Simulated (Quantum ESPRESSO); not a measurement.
# The states of the two spins in LaCrGe3

Wanted: the exchange-split electronic structure of LaCrGe3.

Calculated with Quantum ESPRESSO 7.5; PBEsol; plane waves with GBRV 1.5 PBEsol potentials, no spin-orbit coupling.

### Step 1. The starting structure

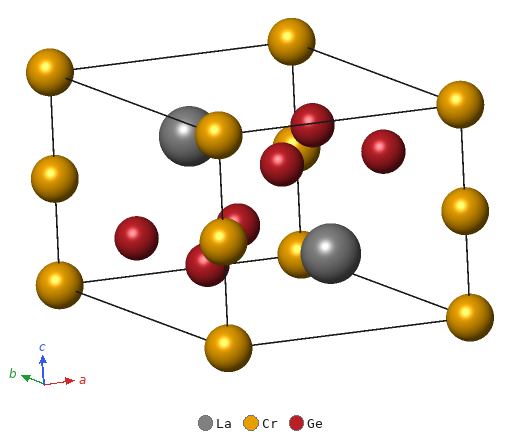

Start, viewed from a free direction; lanthanum grey, chromium orange, germanium red. Some periodic images of atoms are drawn too.

Coordinates:

```cif
data_structure
_symmetry_space_group_name_H-M 'P6_3/mmc'
_symmetry_Int_Tables_number 194
_cell_length_a 6.2004
_cell_length_b 6.2004
_cell_length_c 5.7660
_cell_angle_alpha 90.000
_cell_angle_beta 90.000
_cell_angle_gamma 120.000
_cell_volume 191.98
loop_
_atom_site_label
_atom_site_type_symbol
_atom_site_symmetry_multiplicity
_atom_site_Wyckoff_symbol
_atom_site_fract_x
_atom_site_fract_y
_atom_site_fract_z
_atom_site_occupancy
La1 La 2 d 0.33333 0.66667 0.75000 1
Cr1 Cr 2 a 0.00000 0.00000 0.00000 1
Ge1 Ge 6 h 0.19335 0.38670 0.25000 1
```

The cell comes from the Crystallography Open Database.

### Step 2. Ground-state run

This state came out lowest in a comparison of starts that is told elsewhere.

pw.in

```
&CONTROL
  calculation = 'scf'
  prefix = 'pwscf'
  outdir = './tmp'
  pseudo_dir = './pseudo'
  disk_io = 'low'
/
&SYSTEM
  ibrav = 0
  celldm(1) = 8
  nat = 10
  ntyp = 3
  ecutwfc = 40
  ecutrho = 280
  nbnd = 90
  occupations = 'smearing'
  smearing = 'fd'
  degauss = 0.00734986
  nspin = 2
  starting_magnetization(1) = 0
  starting_magnetization(2) = 0.1786
  starting_magnetization(3) = 0
/
&ELECTRONS
  conv_thr = 2d-08
  electron_maxstep = 150
  mixing_beta = 0.3
/
ATOMIC_SPECIES
La    138.9055 la_pbesol_v1.uspp.F.UPF
Cr     51.9961 cr_pbesol_v1.5.uspp.F.UPF
Ge     72.6300 ge_pbesol_v1.4.uspp.F.UPF
CELL_PARAMETERS alat
   1.4646322328912    0.0000000000000    0.0000000000000
  -0.7323161164456    1.2684087208794    0.0000000000000
   0.0000000000000    0.0000000000000    1.3620201043240
ATOMIC_POSITIONS crystal
La      0.3333333333    0.6666666667    0.7500000000
La      0.6666666667    0.3333333333    0.2500000000
Cr      0.0000000000    0.0000000000    0.0000000000
Cr      0.0000000000    0.0000000000    0.5000000000
Ge      0.1933500000    0.3867000000    0.2500000000
Ge      0.8066500000    0.1933500000    0.7500000000
Ge      0.6133000000    0.8066500000    0.2500000000
Ge      0.8066500000    0.6133000000    0.7500000000
Ge      0.1933500000    0.8066500000    0.2500000000
Ge      0.3867000000    0.1933500000    0.7500000000
K_POINTS automatic
6 6 6 0 0 0
```

The run is started by

```bash
$ OMP_NUM_THREADS=1 mpirun -n 4 pw.x -nk 4 -in pw.in > pw.out
```

Log:

```text
Program PWSCF v.7.5 starts

     Message from routine setup:
     using ibrav=0 with symmetry is DISCOURAGED, use correct ibrav instead

     K-points division:     npool     =       4
     Subspace diagonalization in iterative solution of the eigenvalue problem:

     bravais-lattice index     =            0
     lattice parameter (alat)  =       8.0000  a.u.
     unit-cell volume          =    1295.5115 (a.u.)^3
     number of atoms/cell      =           10
     number of atomic types    =            3
     number of electrons       =       134.00
     number of Kohn-Sham states=           90
     kinetic-energy cutoff     =      40.0000  Ry
     charge density cutoff     =     280.0000  Ry
     scf convergence threshold =      2.0E-08
     mixing beta               =       0.3000
     number of iterations used =            8  plain     mixing
     Exchange-correlation= SLA  PW   PSX  PSC
                           (   1   4  10   8   0   0   0)

     celldm(1)=   8.000000  celldm(2)=   0.000000  celldm(3)=   0.000000
     celldm(4)=   0.000000  celldm(5)=   0.000000  celldm(6)=   0.000000

     crystal axes: (cart. coord. in units of alat)
               a(1) = (   1.464632   0.000000   0.000000 )
               a(2) = (  -0.732316   1.268409   0.000000 )
               a(3) = (   0.000000   0.000000   1.362020 )

     reciprocal axes: (cart. coord. in units 2 pi/alat)
               b(1) = (  0.682765  0.394195 -0.000000 )
               b(2) = (  0.000000  0.788389  0.000000 )
               b(3) = (  0.000000 -0.000000  0.734204 )

     PseudoPot. # 1 for La read from file:
     la_pbesol_v1.uspp.F.UPF
     Pseudo is Ultrasoft + core correction, Zval = 11.0

     PseudoPot. # 2 for Cr read from file:
     cr_pbesol_v1.5.uspp.F.UPF
     Pseudo is Ultrasoft + core correction, Zval = 14.0

     PseudoPot. # 3 for Ge read from file:
     ge_pbesol_v1.4.uspp.F.UPF
     Pseudo is Ultrasoft + core correction, Zval = 14.0

     atomic species   valence    mass     pseudopotential
     La               11.00   138.90550     La( 1.00)
     Cr               14.00    51.99610     Cr( 1.00)
     Ge               14.00    72.63000     Ge( 1.00)

     Starting magnetic structure
     atomic species   magnetization
     La              0.000
     Cr              0.179
     Ge              0.000

     24 Sym. Ops., with inversion, found (12 have fractional translation)

   Cartesian axes

     site n.     atom                  positions (alat units)
         1        La     tau(   1) = (  -0.0000000   0.8456058   1.0215151  )
         2        La     tau(   2) = (   0.7323161   0.4228029   0.3405050  )
         3        Cr     tau(   3) = (   0.0000000   0.0000000   0.0000000  )
         4        Cr     tau(   4) = (   0.0000000   0.0000000   0.6810101  )
         5        Ge     tau(   5) = (  -0.0000000   0.4904937   0.3405050  )
         6        Ge     tau(   6) = (   1.0398523   0.2452468   1.0215151  )
         7        Ge     tau(   7) = (   0.3075362   1.0231619   0.3405050  )
         8        Ge     tau(   8) = (   0.7323161   0.7779151   1.0215151  )
         9        Ge     tau(   9) = (  -0.3075362   1.0231619   0.3405050  )
        10        Ge     tau(  10) = (   0.4247800   0.2452468   1.0215151  )

     number of k points=    28  Fermi-Dirac smearing, width (Ry)=  0.0073
                       cart. coord. in units 2pi/alat
        k(    1) = (   0.0000000   0.0000000   0.0000000), wk =   0.0046296
        k(    2) = (   0.0000000   0.0000000   0.1223673), wk =   0.0092593
        k(    3) = (   0.0000000   0.0000000   0.2447345), wk =   0.0092593
        k(    4) = (   0.0000000   0.0000000  -0.3671018), wk =   0.0046296
        k(    5) = (   0.0000000   0.1313982   0.0000000), wk =   0.0277778
        [... 23 further k-points ...]

     Dense  grid:   102491 G-vectors     FFT dimensions: (  64,  64,  60)

     Smooth grid:    44245 G-vectors     FFT dimensions: (  48,  48,  48)

     Check: negative core charge=   -0.000002
     Generating pointlists ...
     new r_m :   0.3034 (alat units)  2.4269 (a.u.) for type    1
     new r_m :   0.2463 (alat units)  1.9704 (a.u.) for type    2
     new r_m :   0.2463 (alat units)  1.9704 (a.u.) for type    3

     Initial potential from superposition of free atoms

     starting charge     131.9363, renormalised to     134.0000

     negative rho (up, down):  7.792E-02 7.737E-02
     Starting wfcs are  114 randomized atomic wfcs

     Self-consistent Calculation

     iteration #  1     ecut=    40.00 Ry     beta= 0.30
     Davidson diagonalization with overlap
     ethr =  1.00E-02,  avg # of iterations =  2.0

     negative rho (up, down):  7.369E-02 7.395E-02

     total energy              =   -1827.88971031 Ry
     estimated scf accuracy    <      16.99230083 Ry

     total magnetization       =     2.18 Bohr mag/cell
     absolute magnetization    =     2.60 Bohr mag/cell

     iteration #  2     ecut=    40.00 Ry     beta= 0.30
     Davidson diagonalization with overlap
     ethr =  1.00E-02,  avg # of iterations =  5.3

     negative rho (up, down):  2.303E-02 2.351E-02

     total energy              =   -1832.47059246 Ry
     estimated scf accuracy    <      53.20289514 Ry

     total magnetization       =     0.11 Bohr mag/cell
     absolute magnetization    =     0.19 Bohr mag/cell

     [... further iterations left out ...]

     iteration # 19     ecut=    40.00 Ry     beta= 0.30
     Davidson diagonalization with overlap
     ethr =  1.66E-10,  avg # of iterations =  1.1

     negative rho (up, down):  5.038E-02 4.790E-02

     total energy              =   -1834.66984863 Ry
     estimated scf accuracy    <       0.00000009 Ry

     total magnetization       =     2.83 Bohr mag/cell
     absolute magnetization    =     4.18 Bohr mag/cell

     iteration # 20     ecut=    40.00 Ry     beta= 0.30
     Davidson diagonalization with overlap
     ethr =  6.44E-11,  avg # of iterations =  3.4

     negative rho (up, down):  5.038E-02 4.790E-02

     Magnetic moment per site  (integrated on atomic sphere of radius R)
     atom   1 (R=0.303)  charge=  8.3343  magn= -0.0566
     atom   2 (R=0.303)  charge=  8.3343  magn= -0.0566
     atom   3 (R=0.246)  charge= 12.2351  magn=  1.5860
     atom   4 (R=0.246)  charge= 12.2351  magn=  1.5860
     atom   5 (R=0.246)  charge= 12.0076  magn= -0.0375
     atom   6 (R=0.246)  charge= 12.0076  magn= -0.0375
     atom   7 (R=0.246)  charge= 12.0076  magn= -0.0375
     atom   8 (R=0.246)  charge= 12.0076  magn= -0.0375
     atom   9 (R=0.246)  charge= 12.0076  magn= -0.0375
     atom  10 (R=0.246)  charge= 12.0076  magn= -0.0375

     End of self-consistent calculation

     [... lines left out ...]
     the Fermi energy is    13.2966 ev

!    total energy              =   -1834.66984864 Ry
     estimated scf accuracy    <          8.7E-09 Ry
     smearing contrib. (-TS)   =      -0.01003462 Ry
     internal energy E=F+TS    =   -1834.65981402 Ry

     The total energy is F=E-TS. E is the sum of the following terms:
     one-electron contribution =    -940.33081457 Ry
     hartree contribution      =     583.64224266 Ry
     xc contribution           =    -488.62678954 Ry
     ewald contribution        =    -989.34445256 Ry

     total magnetization       =     2.83 Bohr mag/cell
     absolute magnetization    =     4.18 Bohr mag/cell

     convergence has been achieved in  20 iterations

=------------------------------------------------------------------------------=
   JOB DONE.
=------------------------------------------------------------------------------=
```

Wall time 3.4 min (4 MPI ranks of AMD EPYC 9R45, shared host); peak memory 2 GiB; 13 min of CPU time.

Spin moment in the atom's sphere by atom:

| atom | spin moment in the atom's sphere (μB) |
| --- | --- |
| La1 | -0.06 |
| La2 | -0.06 |
| Cr3 | 1.59 |
| Cr4 | 1.59 |
| Ge5 | -0.04 |
| Ge6 | -0.04 |
| Ge7 | -0.04 |
| Ge8 | -0.04 |
| Ge9 | -0.04 |
| Ge10 | -0.04 |

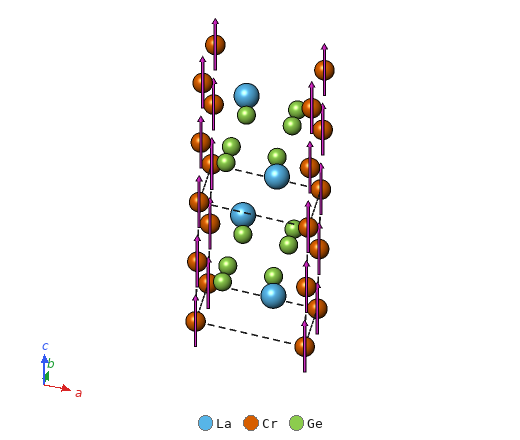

Spin moment in the atom's sphere as arrows, the longest 1.59 μB. Up and down stand for the sign. Arrows give size and sign along the axis of quantisation, drawn up and down the page. 1×1×2 cells are drawn. Some periodic images of atoms are drawn too.

This step gave:

| Property | Result |
| --- | --- |
| smearing term TS | 0.1365 eV |
| magnetization | 2.83 μB |
| absolute magnetization | 4.178 μB |
| final state | ferromagnetic |

(Part 1 of 2 ends here.)

[Logs and program files are shortened in this print: banners, set-up blocks, solver, clock and traceback lines can be left out without a mark of their own.]

[Logs are printed without paths, hosts, clocks, repeated set-up lines and the standing remarks that a program may print on its own settings, such as how far it seeks lower states.]

[Hosts, paths, dates, database ids (printed as entryN), source tags and the programs' standing remarks are cut or masked in the printed files.]

[Where a cell is said to come from a database of computed structures, the database is the Materials Project.]
